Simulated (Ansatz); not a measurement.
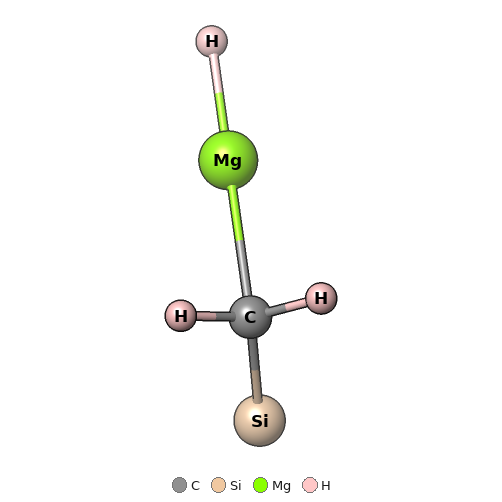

Atoms fade into the background with distance from the viewer. Charge +1, singlet. The geometry was computed by an optimisation with PBE0-D4/def2-TZVP. No frequency run is at hand to confirm it as a minimum.

Which symmetry elements does this geometry have?

Answer. It has 1 mirror plane, so the point group is Cs. The group has 2 operations. The geometry is achiral, and symmetry allows a dipole moment.
